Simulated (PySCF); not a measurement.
# C3H4F2: NMR shifts at several levels of theory

Aim: compute the NMR shifts of C3H4F2 (`C=CC(F)F`) at several levels, and see how far they spread and what each costs.

The runs use PySCF 2.14.0, with density-fitted response routines of our own; the level of theory stands in each step. All values are computed, except where a source is named. Atoms are numbered from 0 throughout.

### Step 1. The molecule as given

9 atoms, charge 0, multiplicity 1; geometry from: PBE0-D3(BJ)/def2-SVP.

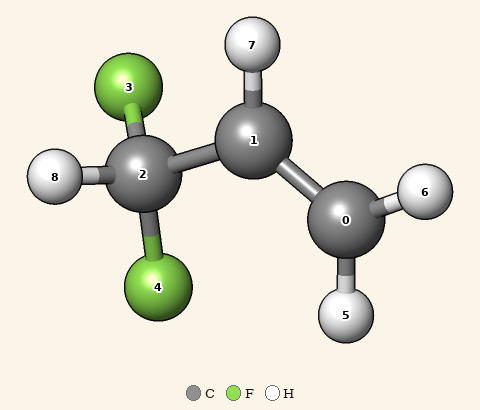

The starting geometry (carbon grey, fluorine green, hydrogen white), atoms numbered.

### Step 2. NMR shieldings: HF/pcSseg-2

Job settings and geometry (Å):

```
{"job": {"kind": "nmr", "xc": "HF", "basis": "pcSseg-2", "pop": false}, "charge": 0, "multiplicity": 1}
C      1.372084     0.294892    -0.022027
C      0.116753     0.401486     0.404706
C     -1.009734    -0.424768    -0.126756
F     -2.033137     0.379419    -0.502925
F     -0.626962    -1.146273    -1.202322
H      1.639566    -0.415679    -0.808371
H      2.167749     0.914934     0.397486
H     -0.165713     1.107507     1.192638
H     -1.402493    -1.129535     0.630747
```

Method: GIAO HF/pcSseg-2 NMR shielding, non-relativistic, gas phase.

Command:

```bash
OMP_NUM_THREADS=1 python probes_run.py task.json out
```

One launch serves the whole session: the jobs run in the order shown.

The log of the run:

```text
final grid: 78320 points
cycle   1  E = -314.7818110868  dE =  8.219e-01  |g| = 7.600e-01  |ddm| = 1.969e+00
cycle   2  E = -314.8730560489  dE = -9.124e-02  |g| = 4.562e-01  |ddm| = 5.799e-01
cycle   3  E = -314.9049473967  dE = -3.189e-02  |g| = 6.490e-02  |ddm| = 2.031e-01
cycle   4  E = -314.9062290577  dE = -1.282e-03  |g| = 1.868e-02  |ddm| = 6.655e-02
cycle   5  E = -314.9063307436  dE = -1.017e-04  |g| = 3.862e-03  |ddm| = 1.824e-02
cycle   6  E = -314.9063374046  dE = -6.661e-06  |g| = 1.451e-03  |ddm| = 5.196e-03
cycle   7  E = -314.9063383013  dE = -8.967e-07  |g| = 4.831e-04  |ddm| = 1.906e-03
cycle   8  E = -314.9063383992  dE = -9.788e-08  |g| = 1.252e-04  |ddm| = 6.537e-04
cycle   9  E = -314.9063384070  dE = -7.779e-09  |g| = 3.405e-05  |ddm| = 1.866e-04
cycle  10  E = -314.9063384075  dE = -5.493e-10  |g| = 1.412e-05  |ddm| = 5.477e-05
converged SCF energy = -314.9063384075

GIAO shielding tensors (ppm)
atom      isotropic    diamagn.    paramagn.     s11        s22        s33       span
  0 C       60.877     251.438    -190.561    -73.838     75.353    181.116    254.954
  1 C       50.529     254.428    -203.899    -83.479     80.593    154.474    237.953
  2 C       87.142     232.995    -145.853     72.364     85.880    103.183     30.819
  3 F      340.176     466.664    -126.488    241.255    372.715    406.558    165.303
  4 F      359.402     468.897    -109.494    266.784    373.690    437.734    170.950
  5 H       25.540      30.938      -5.398     22.297     24.000     30.322      8.025
  6 H       25.906      29.870      -3.964     23.288     24.972     29.457      6.169
  7 H       25.661      31.060      -5.399     23.618     24.927     28.439      4.821
  8 H       26.044      28.069      -2.025     23.417     24.890     29.825      6.408
```

It took 12 s on 1 thread of Arm Neoverse V1, shared host; peak memory 0.88 GiB.

The references, computed at this level on geometries of the same kind, shield at (ppm): ¹H TMS 31.68, ¹³C TMS 191.5, ¹⁹F CFCl3 245.3. Their shielding less the atom's gives the shift. The references are single molecules in the gas phase, so shifts against H2O, NH3, PH3, H3PO4 or CFCl3 are not on the usual liquid scales and can be off by tens of ppm. Atoms listed in one row are averaged.

```csv
atoms,environment,σ (ppm),δ (ppm)
C1,alkene CH,50.5,140.9
C0,terminal =CH2 carbon,60.9,130.6
C2,allylic sp3 CH bonded to 2 F,87.1,104.3
H5,hydrogen on a terminal =CH2 carbon,25.54,6.14
H7,hydrogen on an alkene CH,25.66,6.02
H6,hydrogen on a terminal =CH2 carbon,25.91,5.78
H8,hydrogen on an allylic sp3 CH bonded to 2 F,26.04,5.64
"F3, F4",fluorine of a CF2 group,349.8,-104.5
```

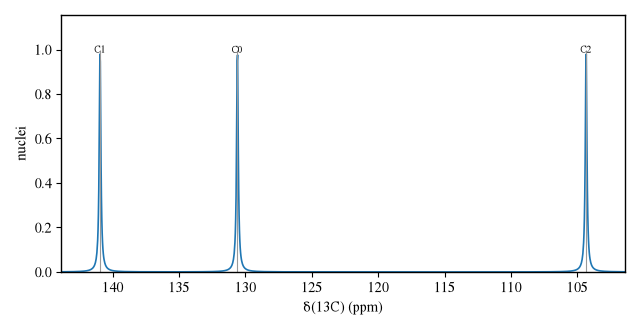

¹³C lines at the computed shifts, without couplings. Lines are broadened to a width of 0.15 ppm (Lorentzian).

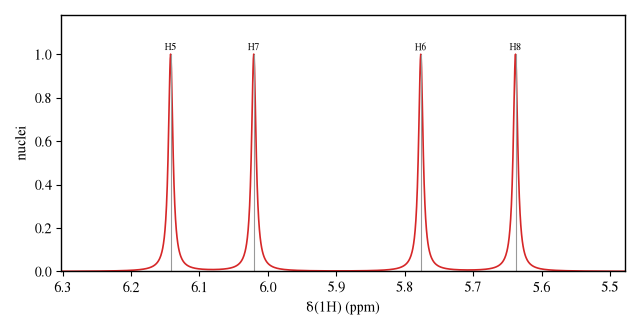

¹H lines at the computed shifts, without couplings. Lines are broadened to a width of 0.01 ppm (Lorentzian).

### Step 3. Shielding tensors: LDA/pcSseg-2

Settings changed since step 2:

```diff
@@ -1,2 +1,2 @@
-{"job": {"kind": "nmr", "xc": "HF", "basis": "pcSseg-2", "pop": false}, "charge": 0, "multiplicity": 1}
+{"job": {"kind": "nmr", "xc": "LDA", "basis": "pcSseg-2", "pop": false}, "charge": 0, "multiplicity": 1}
 C      1.372084     0.294892    -0.022027
```

Level: GIAO LDA/pcSseg-2 NMR shielding, non-relativistic, gas phase.

The log of the run:

```text
coarse grid: 7912 points
cycle   1  E = -314.0888486356  dE =  4.834e-01  |g| = 7.063e-01  |ddm| = 2.180e+00
cycle   2  E = -313.8982273815  dE =  1.906e-01  |g| = 1.291e+00  |ddm| = 1.122e+00
cycle   3  E = -314.1708459529  dE = -2.726e-01  |g| = 1.592e-01  |ddm| = 7.560e-01
cycle   4  E = -314.1753277355  dE = -4.482e-03  |g| = 7.620e-02  |ddm| = 1.413e-01
cycle   5  E = -314.1765955680  dE = -1.268e-03  |g| = 3.039e-02  |ddm| = 5.813e-02
cycle   6  E = -314.1768166813  dE = -2.211e-04  |g| = 5.130e-03  |ddm| = 1.980e-02
cycle   7  E = -314.1768226976  dE = -6.016e-06  |g| = 1.483e-03  |ddm| = 4.100e-03
final grid: 78320 points
cycle   8  E = -314.1714796508  dE = -8.243e-05  |g| = 5.482e-03  |ddm| = 3.932e-02
cycle   9  E = -314.1714681817  dE =  1.147e-05  |g| = 9.963e-03  |ddm| = 7.284e-03
cycle  10  E = -314.1714842920  dE = -1.611e-05  |g| = 9.917e-04  |ddm| = 5.082e-03
cycle  11  E = -314.1714844154  dE = -1.234e-07  |g| = 3.936e-04  |ddm| = 7.296e-04
cycle  12  E = -314.1714844471  dE = -3.171e-08  |g| = 7.980e-05  |ddm| = 2.661e-04
cycle  13  E = -314.1714844479  dE = -7.734e-10  |g| = 3.183e-05  |ddm| = 5.597e-05
cycle  14  E = -314.1714844481  dE = -1.581e-10  |g| = 6.135e-06  |ddm| = 1.896e-05
converged SCF energy = -314.1714844481

GIAO shielding tensors (ppm)
atom      isotropic    diamagn.    paramagn.     s11        s22        s33       span
  0 C       46.559     252.355    -205.796    -71.203     37.455    173.425    244.628
  1 C       29.154     257.071    -227.917    -89.917     41.486    135.894    225.811
  2 C       52.662     235.444    -182.782     29.099     54.217     74.670     45.571
  3 F      283.766     466.518    -182.752    176.924    305.556    368.817    191.893
  4 F      306.914     469.444    -162.530    211.297    309.574    399.871    188.574
  5 H       24.703      30.346      -5.643     21.377     23.926     28.806      7.429
  6 H       24.989      29.553      -4.563     22.709     24.690     27.569      4.860
  7 H       24.420      30.714      -6.294     22.246     24.153     26.861      4.615
  8 H       24.209      27.712      -3.503     21.666     23.665     27.296      5.630
```

Wall time 23 s (1 thread of Arm Neoverse V1, shared host); peak memory 0.74 GiB.

In short: δ C1 151.1, C0 133.7, C2 127.6, F3 -157.1, H8 6.56, H7 6.35 ppm (means over like atoms).

### Step 4. NMR shieldings: PBE/pcSseg-2

Settings changed since step 3:

```diff
@@ -1,2 +1,2 @@
-{"job": {"kind": "nmr", "xc": "LDA", "basis": "pcSseg-2", "pop": false}, "charge": 0, "multiplicity": 1}
+{"job": {"kind": "nmr", "xc": "PBE", "basis": "pcSseg-2", "pop": false}, "charge": 0, "multiplicity": 1}
 C      1.372084     0.294892    -0.022027
```

Level: GIAO PBE/pcSseg-2 NMR shielding, non-relativistic, gas phase.

The log of the run:

```text
coarse grid: 7912 points
cycle   1  E = -316.0828561949  dE =  4.972e-01  |g| = 7.295e-01  |ddm| = 1.973e+00
cycle   2  E = -315.8826793239  dE =  2.002e-01  |g| = 1.329e+00  |ddm| = 1.185e+00
cycle   3  E = -316.1683790398  dE = -2.857e-01  |g| = 1.557e-01  |ddm| = 8.043e-01
cycle   4  E = -316.1727301724  dE = -4.351e-03  |g| = 7.578e-02  |ddm| = 1.427e-01
cycle   5  E = -316.1739829896  dE = -1.253e-03  |g| = 3.088e-02  |ddm| = 5.936e-02
cycle   6  E = -316.1742151833  dE = -2.322e-04  |g| = 5.052e-03  |ddm| = 2.022e-02
cycle   7  E = -316.1742209940  dE = -5.811e-06  |g| = 1.438e-03  |ddm| = 4.090e-03
final grid: 78320 points
cycle   8  E = -316.1753615020  dE = -1.203e-04  |g| = 1.118e-02  |ddm| = 4.729e-02
cycle   9  E = -316.1753122744  dE =  4.923e-05  |g| = 2.000e-02  |ddm| = 1.657e-02
cycle  10  E = -316.1753867525  dE = -7.448e-05  |g| = 2.183e-03  |ddm| = 1.027e-02
cycle  11  E = -316.1753875357  dE = -7.831e-07  |g| = 6.275e-04  |ddm| = 1.773e-03
cycle  12  E = -316.1753876003  dE = -6.463e-08  |g| = 2.787e-04  |ddm| = 4.459e-04
cycle  13  E = -316.1753876190  dE = -1.874e-08  |g| = 6.868e-05  |ddm| = 2.213e-04
cycle  14  E = -316.1753876199  dE = -8.856e-10  |g| = 3.974e-05  |ddm| = 5.524e-05
cycle  15  E = -316.1753876202  dE = -2.569e-10  |g| = 6.520e-06  |ddm| = 2.395e-05
converged SCF energy = -316.1753876202

GIAO shielding tensors (ppm)
atom      isotropic    diamagn.    paramagn.     s11        s22        s33       span
  0 C       51.634     252.603    -200.969    -62.909     47.531    170.280    233.189
  1 C       34.293     256.670    -222.377    -82.025     49.027    135.878    217.903
  2 C       55.533     235.385    -179.851     32.007     57.537     77.057     45.050
  3 F      284.686     467.156    -182.470    179.080    313.775    361.204    182.124
  4 F      306.934     470.310    -163.375    211.670    318.218    390.914    179.244
  5 H       25.218      30.988      -5.770     21.988     24.390     29.274      7.286
  6 H       25.532      29.776      -4.244     23.235     25.207     28.154      4.919
  7 H       24.946      31.098      -6.152     22.783     24.716     27.340      4.556
  8 H       24.716      28.024      -3.307     22.200     24.136     27.814      5.614
```

Wall time 28 s (1 thread of Arm Neoverse V1, shared host); peak memory 0.82 GiB.

In short: δ C1 145.1, C0 127.8, C2 123.9, F3 -152.9, H8 6.46, H7 6.23 ppm (means over like atoms).

### Step 5. Nuclear shieldings: BLYP/pcSseg-2

Settings changed since step 4:

```diff
@@ -1,2 +1,2 @@
-{"job": {"kind": "nmr", "xc": "PBE", "basis": "pcSseg-2", "pop": false}, "charge": 0, "multiplicity": 1}
+{"job": {"kind": "nmr", "xc": "BLYP", "basis": "pcSseg-2", "pop": false}, "charge": 0, "multiplicity": 1}
 C      1.372084     0.294892    -0.022027
```

Level: GIAO BLYP/pcSseg-2 NMR shielding, non-relativistic, gas phase.

The log of the run:

```text
coarse grid: 7912 points
cycle   1  E = -316.3495839924  dE =  4.966e-01  |g| = 7.866e-01  |ddm| = 1.956e+00
cycle   2  E = -316.1044368855  dE =  2.451e-01  |g| = 1.465e+00  |ddm| = 1.313e+00
cycle   3  E = -316.4469608348  dE = -3.425e-01  |g| = 1.635e-01  |ddm| = 9.120e-01
cycle   4  E = -316.4515954238  dE = -4.635e-03  |g| = 8.039e-02  |ddm| = 1.515e-01
cycle   5  E = -316.4529786699  dE = -1.383e-03  |g| = 3.423e-02  |ddm| = 6.516e-02
cycle   6  E = -316.4532643603  dE = -2.857e-04  |g| = 6.044e-03  |ddm| = 2.284e-02
cycle   7  E = -316.4532729140  dE = -8.554e-06  |g| = 1.505e-03  |ddm| = 4.718e-03
final grid: 78320 points
cycle   8  E = -316.4546276707  dE = -9.862e-05  |g| = 9.567e-03  |ddm| = 4.815e-02
cycle   9  E = -316.4545903472  dE =  3.732e-05  |g| = 1.774e-02  |ddm| = 1.302e-02
cycle  10  E = -316.4546436606  dE = -5.331e-05  |g| = 1.490e-03  |ddm| = 8.690e-03
cycle  11  E = -316.4546440043  dE = -3.437e-07  |g| = 5.306e-04  |ddm| = 1.303e-03
cycle  12  E = -316.4546440604  dE = -5.609e-08  |g| = 1.689e-04  |ddm| = 3.753e-04
cycle  13  E = -316.4546440648  dE = -4.377e-09  |g| = 7.822e-05  |ddm| = 1.563e-04
cycle  14  E = -316.4546440660  dE = -1.199e-09  |g| = 3.475e-05  |ddm| = 6.249e-05
cycle  15  E = -316.4546440663  dE = -2.703e-10  |g| = 5.173e-06  |ddm| = 2.108e-05
converged SCF energy = -316.4546440663

GIAO shielding tensors (ppm)
atom      isotropic    diamagn.    paramagn.     s11        s22        s33       span
  0 C       48.385     251.098    -202.713    -66.482     46.081    165.557    232.039
  1 C       29.985     254.937    -224.952    -87.272     46.446    130.780    218.053
  2 C       50.643     233.390    -182.747     27.582     52.746     71.599     44.017
  3 F      282.791     468.144    -185.353    176.450    315.272    356.652    180.202
  4 F      305.211     471.153    -165.941    208.927    319.737    386.970    178.043
  5 H       25.486      30.973      -5.487     22.291     24.646     29.520      7.229
  6 H       25.820      30.093      -4.273     23.554     25.479     28.427      4.873
  7 H       25.235      31.206      -5.971     23.032     25.015     27.659      4.626
  8 H       24.904      28.219      -3.315     22.450     24.359     27.903      5.453
```

Run time: 30 s. Hardware: 1 thread of Arm Neoverse V1, shared host; peak memory 0.82 GiB.

This run: δ C1 145.0, C0 126.6, C2 124.4, F3 -150.9, H8 6.47, H7 6.14 ppm (means over like atoms).

### Step 6. Shielding tensors: BP86/pcSseg-2

Settings changed since step 5:

```diff
@@ -1,2 +1,2 @@
-{"job": {"kind": "nmr", "xc": "BLYP", "basis": "pcSseg-2", "pop": false}, "charge": 0, "multiplicity": 1}
+{"job": {"kind": "nmr", "xc": "BP86", "basis": "pcSseg-2", "pop": false}, "charge": 0, "multiplicity": 1}
 C      1.372084     0.294892    -0.022027
```

Level: GIAO BP86/pcSseg-2 NMR shielding, non-relativistic, gas phase.

The log of the run:

```text
coarse grid: 7912 points
cycle   1  E = -316.4224950221  dE =  4.993e-01  |g| = 7.425e-01  |ddm| = 1.972e+00
cycle   2  E = -316.2183542960  dE =  2.041e-01  |g| = 1.354e+00  |ddm| = 1.119e+00
cycle   3  E = -316.5097106072  dE = -2.914e-01  |g| = 1.568e-01  |ddm| = 7.605e-01
cycle   4  E = -316.5141800868  dE = -4.469e-03  |g| = 7.513e-02  |ddm| = 1.431e-01
cycle   5  E = -316.5154124353  dE = -1.232e-03  |g| = 3.111e-02  |ddm| = 5.870e-02
cycle   6  E = -316.5156475822  dE = -2.351e-04  |g| = 5.061e-03  |ddm| = 2.029e-02
cycle   7  E = -316.5156534424  dE = -5.860e-06  |g| = 1.457e-03  |ddm| = 3.905e-03
final grid: 78320 points
cycle   8  E = -316.5147245353  dE = -1.105e-04  |g| = 4.836e-03  |ddm| = 4.716e-02
cycle   9  E = -316.5147177615  dE =  6.774e-06  |g| = 7.371e-03  |ddm| = 7.648e-03
cycle  10  E = -316.5147293574  dE = -1.160e-05  |g| = 1.371e-03  |ddm| = 4.723e-03
cycle  11  E = -316.5147295730  dE = -2.157e-07  |g| = 4.753e-04  |ddm| = 9.715e-04
cycle  12  E = -316.5147296129  dE = -3.987e-08  |g| = 1.047e-04  |ddm| = 3.197e-04
cycle  13  E = -316.5147296139  dE = -9.971e-10  |g| = 6.996e-05  |ddm| = 9.056e-05
cycle  14  E = -316.5147296149  dE = -1.010e-09  |g| = 2.072e-05  |ddm| = 4.676e-05
cycle  15  E = -316.5147296150  dE = -1.041e-10  |g| = 3.822e-06  |ddm| = 1.532e-05
converged SCF energy = -316.5147296150

GIAO shielding tensors (ppm)
atom      isotropic    diamagn.    paramagn.     s11        s22        s33       span
  0 C       51.727     252.493    -200.765    -62.546     47.919    169.809    232.355
  1 C       34.779     256.392    -221.613    -81.122     49.610    135.850    216.972
  2 C       55.657     235.753    -180.096     32.196     57.638     77.136     44.941
  3 F      286.615     466.870    -180.254    181.159    315.280    363.407    182.248
  4 F      308.590     469.731    -161.141    213.574    319.286    392.910    179.337
  5 H       25.288      30.892      -5.604     22.069     24.459     29.337      7.268
  6 H       25.605      29.818      -4.213     23.317     25.275     28.224      4.907
  7 H       25.041      31.061      -6.020     22.919     24.796     27.408      4.488
  8 H       24.779      28.055      -3.276     22.283     24.212     27.840      5.557
```

Run time: 30 s. Hardware: 1 thread of Arm Neoverse V1, shared host; peak memory 0.82 GiB.

Key values: δ C1 144.4, C0 127.4, C2 123.5, F3 -153.7, H8 6.46, H7 6.19 ppm (means over like atoms).

### Step 7. Nuclear shieldings: OPBE/pcSseg-2

Settings changed since step 6:

```diff
@@ -1,2 +1,2 @@
-{"job": {"kind": "nmr", "xc": "BP86", "basis": "pcSseg-2", "pop": false}, "charge": 0, "multiplicity": 1}
+{"job": {"kind": "nmr", "xc": "OPBE", "basis": "pcSseg-2", "pop": false}, "charge": 0, "multiplicity": 1}
 C      1.372084     0.294892    -0.022027
```

Method: GIAO OPBE/pcSseg-2 NMR shielding, non-relativistic, gas phase.

The log of the run:

```text
coarse grid: 7912 points
cycle   1  E = -316.2685198765  dE =  4.974e-01  |g| = 7.383e-01  |ddm| = 1.980e+00
cycle   2  E = -316.0819747949  dE =  1.865e-01  |g| = 1.302e+00  |ddm| = 1.240e+00
cycle   3  E = -316.3550366258  dE = -2.731e-01  |g| = 1.479e-01  |ddm| = 8.343e-01
cycle   4  E = -316.3588307218  dE = -3.794e-03  |g| = 8.046e-02  |ddm| = 1.445e-01
cycle   5  E = -316.3603029586  dE = -1.472e-03  |g| = 3.115e-02  |ddm| = 6.236e-02
cycle   6  E = -316.3605461456  dE = -2.432e-04  |g| = 4.743e-03  |ddm| = 2.028e-02
cycle   7  E = -316.3605511233  dE = -4.978e-06  |g| = 1.558e-03  |ddm| = 4.121e-03
final grid: 78320 points
cycle   8  E = -316.3543445136  dE = -2.545e-04  |g| = 1.640e-02  |ddm| = 7.644e-02
cycle   9  E = -316.3542983758  dE =  4.614e-05  |g| = 2.362e-02  |ddm| = 2.728e-02
cycle  10  E = -316.3543833250  dE = -8.495e-05  |g| = 3.158e-03  |ddm| = 1.674e-02
cycle  11  E = -316.3543850400  dE = -1.715e-06  |g| = 8.950e-04  |ddm| = 2.142e-03
cycle  12  E = -316.3543851623  dE = -1.223e-07  |g| = 5.285e-04  |ddm| = 9.287e-04
cycle  13  E = -316.3543852359  dE = -7.361e-08  |g| = 8.913e-05  |ddm| = 3.465e-04
cycle  14  E = -316.3543852377  dE = -1.846e-09  |g| = 2.473e-05  |ddm| = 6.952e-05
cycle  15  E = -316.3543852378  dE = -1.053e-10  |g| = 1.124e-05  |ddm| = 1.977e-05
converged SCF energy = -316.3543852378

GIAO shielding tensors (ppm)
atom      isotropic    diamagn.    paramagn.     s11        s22        s33       span
  0 C       60.181     254.953    -194.773    -50.500     56.962    174.079    224.579
  1 C       44.737     257.945    -213.209    -67.322     58.877    142.655    209.977
  2 C       64.588     238.236    -173.648     41.400     66.399     85.965     44.565
  3 F      293.415     467.300    -173.885    191.610    322.267    366.368    174.758
  4 F      313.848     470.972    -157.124    221.469    327.080    392.995    171.526
  5 H       25.209      31.540      -6.331     22.065     24.312     29.249      7.184
  6 H       25.524      29.562      -4.038     23.207     25.196     28.169      4.962
  7 H       24.932      31.418      -6.487     22.876     24.668     27.251      4.375
  8 H       24.797      27.832      -3.035     22.238     24.127     28.026      5.788
```

Run time: 29 s. Hardware: 1 thread of Arm Neoverse V1, shared host; peak memory 0.82 GiB.

This run: δ C1 139.7, C0 124.2, C2 119.8, F3 -148.5, H8 6.40, H7 6.27 ppm (means over like atoms).

### Step 8. Shielding tensors: KT2/pcSseg-2

Settings changed since step 7:

```diff
@@ -1,2 +1,2 @@
-{"job": {"kind": "nmr", "xc": "OPBE", "basis": "pcSseg-2", "pop": false}, "charge": 0, "multiplicity": 1}
+{"job": {"kind": "nmr", "xc": "KT2", "basis": "pcSseg-2", "pop": false}, "charge": 0, "multiplicity": 1}
 C      1.372084     0.294892    -0.022027
```

Level: GIAO KT2/pcSseg-2 NMR shielding, non-relativistic, gas phase.

The log of the run:

```text
coarse grid: 7912 points
cycle   1  E = -320.9990461211  dE =  5.436e-01  |g| = 8.869e-01  |ddm| = 2.050e+00
cycle   2  E = -320.7005342421  dE =  2.985e-01  |g| = 1.634e+00  |ddm| = 1.427e+00
cycle   3  E = -321.1178620294  dE = -4.173e-01  |g| = 1.560e-01  |ddm| = 1.031e+00
cycle   4  E = -321.1220991044  dE = -4.237e-03  |g| = 8.301e-02  |ddm| = 1.630e-01
cycle   5  E = -321.1236220104  dE = -1.523e-03  |g| = 3.623e-02  |ddm| = 7.191e-02
cycle   6  E = -321.1239625233  dE = -3.405e-04  |g| = 5.866e-03  |ddm| = 2.548e-02
cycle   7  E = -321.1239705430  dE = -8.020e-06  |g| = 1.804e-03  |ddm| = 5.080e-03
final grid: 78320 points
cycle   8  E = -321.1282885303  dE = -3.425e-04  |g| = 2.606e-02  |ddm| = 1.661e-01
cycle   9  E = -321.1280384030  dE =  2.501e-04  |g| = 4.776e-02  |ddm| = 3.368e-02
cycle  10  E = -321.1283867221  dE = -3.483e-04  |g| = 2.218e-03  |ddm| = 2.293e-02
cycle  11  E = -321.1283871040  dE = -3.819e-07  |g| = 1.766e-03  |ddm| = 2.399e-03
cycle  12  E = -321.1283879525  dE = -8.485e-07  |g| = 3.097e-04  |ddm| = 1.258e-03
cycle  13  E = -321.1283879748  dE = -2.236e-08  |g| = 5.987e-05  |ddm| = 2.908e-04
cycle  14  E = -321.1283879754  dE = -6.104e-10  |g| = 2.483e-05  |ddm| = 4.574e-05
converged SCF energy = -321.1283879754

GIAO shielding tensors (ppm)
atom      isotropic    diamagn.    paramagn.     s11        s22        s33       span
  0 C       62.633     253.120    -190.486    -44.879     60.075    172.704    217.583
  1 C       46.221     257.919    -211.698    -62.585     62.025    139.224    201.809
  2 C       63.034     236.456    -173.422     40.732     64.936     83.434     42.702
  3 F      282.977     467.284    -184.308    176.963    316.608    355.359    178.397
  4 F      307.543     470.310    -162.767    210.667    322.553    389.408    178.741
  5 H       25.390      31.050      -5.659     22.575     24.334     29.263      6.688
  6 H       25.706      29.315      -3.610     23.581     25.152     28.383      4.802
  7 H       25.125      30.398      -5.273     23.294     24.876     27.204      3.910
  8 H       24.768      28.162      -3.394     22.314     24.022     27.969      5.656
```

It took 27 s on 1 thread of Arm Neoverse V1, shared host; peak memory 0.82 GiB.

In short: δ C1 136.1, C0 119.6, C2 119.2, F3 -158.9, H8 6.41, H7 6.05 ppm (means over like atoms).

(Part 1 of 2 ends here.)
